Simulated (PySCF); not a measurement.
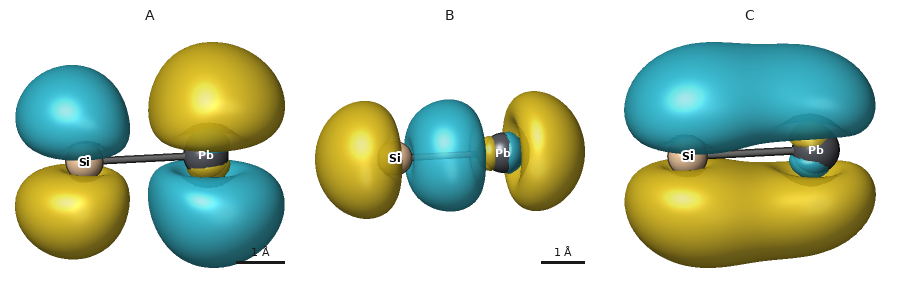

*SiPb (charge +1, quartet). Three frontier α-spin orbitals, each drawn at the value that holds 80 % of its norm (yellow and cyan are the two phases), in no order; of a degenerate pair one member is drawn.*

Core potentials replace the inner electrons of Pb.

Level of theory: PBE0/def2-SVPD, non-relativistic Hamiltonian with scalar-relativistic core potentials where named, at a bond length of 2.636 Å in PySCF.

Question: Label each orbital by symmetry, say whether it is occupied, and order them by energy.

Answer: Orbital B: σ, occupied in this spin, −12.18 eV; shared between the atoms (Si 55 %, Pb 45 %).
Orbital C: π, occupied in this spin, −11.52 eV; bonding, with no node between the atoms.
Orbital A: π, empty in this spin, −7.98 eV; antibonding, with a node between the atoms.
